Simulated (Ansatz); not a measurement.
A computed series for hypothetical Pm-3n GaN: pressure series

Base system: GaN (space group Pm-3n, No. 223; a = 5.571 Å; a hypothetical phase, not in the database extracts checked).

Cell and atoms are relaxed at each pressure.

Levels (all Ansatz, an electronic-structure program, PAW): PBE (420 eV, spin-orbit coupling left out); PBEsol (420 eV, spin-orbit coupling left out).

The base cell above is that of PBE; each level relaxes its own structures.

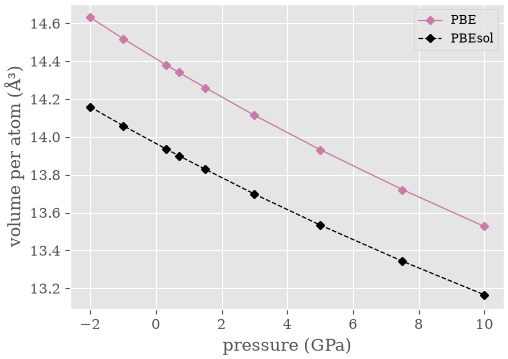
*Volume per atom under two levels*

Question: How do the two levels compare along the series?

Answer: PBE lies above PBEsol in every row, by 0.36 Å³ to 0.47 Å³. They put the cases in the same order.

Load acts through the strain it causes; cell and atoms are relaxed under it. No phonon test of stability was made. No other phases were tried under pressure.
